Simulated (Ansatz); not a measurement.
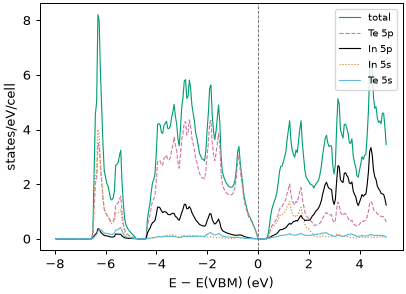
Figure. Total and projected density of states of In2Te3 in space group Imm2 (No. 44; In on 4d, Te on 4d, Te on 2a), DFT-LDA in the program Ansatz with PAW potentials

Task: Which orbitals carry the states next to the gap?

Result: Top 1 eV of the valence band: Te 5p 90 %, In 5p 5 %. Bottom 1 eV of the conduction band: Te 5p 44 %, In 5s 34 %, In 5p 12 %, outside the projected shells 5 %. Projections are on Löwdin-orthogonalised atomic valence shells; empty p or d shells of many metals are not among them.

Task: Where is the tallest occupied peak in this window, and what makes it?

Result: Near -6.3 eV, about 8.2 states/eV per cell; the largest projected share is In 5s.

The workflow started from a Materials Project entry (that database holds measured and hypothetical structures alike); the Crystallography Open Database copy checked does not list it. COD files the formula under space group No. 216, so this cell is another polymorph or a model. Whether it is the stable phase at ambient conditions was not checked. The cell was relaxed with LDA under the symmetry of its start; of distortions, only those at the zone centre were tested. Scalar-relativistic: spin–orbit coupling is off unless named, which matters more the heavier the elements.

Potentials: the later of the program's two PAW sets.
